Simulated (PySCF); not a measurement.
CH₃NO, SMILES `O=CN`.

PySCF calculation, HF/cc-pVDZ, gas phase; geometry: GFN2-xTB. No frequency check shows the geometry to be a minimum.

Coordinates in Å:

```
O1       1.1849    0.2440    0.0000
C2       0.1610   -0.3845    0.0000
N3      -1.0725    0.1555    0.0000
H4       0.1310   -1.4901    0.0000
H5      -1.1619    1.1593    0.0000
H6      -1.9064   -0.4029    0.0000
```

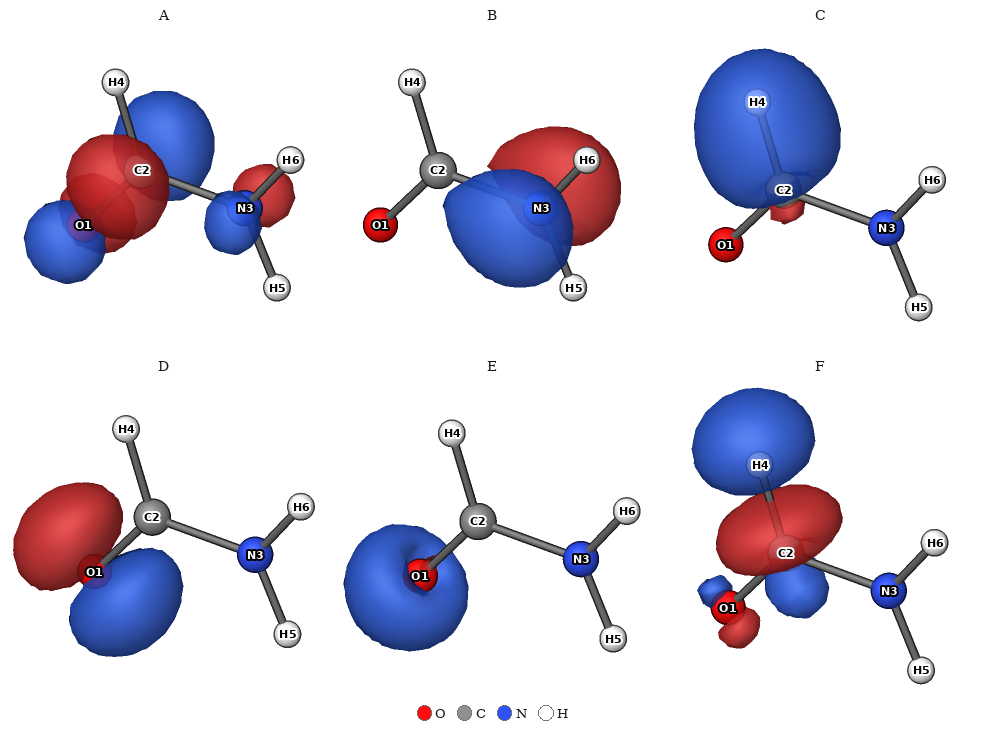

Intrinsic bond orbitals (IBO), occupied and valence-virtual; each surface holds about 70 % of the orbital's density. Energies are diagonal elements of the Fock matrix.

What does each orbital represent in a Lewis picture?

Answer. By panel:
- A: π* orbital C2–O1, mostly on C2 (C2 63 %, O1 26 %, N3 11 %; 7.2 eV)
- B: lone pair on N3 (p-type) (N3 89 %, C2 10 %; −12.9 eV)
- C: σ bond C2–H4 (C2 56 %, H4 43 %; −19.9 eV)
- D: lone pair on O1 (p-type) (O1 93 %, C2 3 %; −12.8 eV)
- E: lone pair on O1 (sp0.7-type) (O1 100 %; −21.6 eV)
- F: σ* orbital H4–C2 (H4 54 %, C2 42 %, O1 3 %; 15.4 eV)
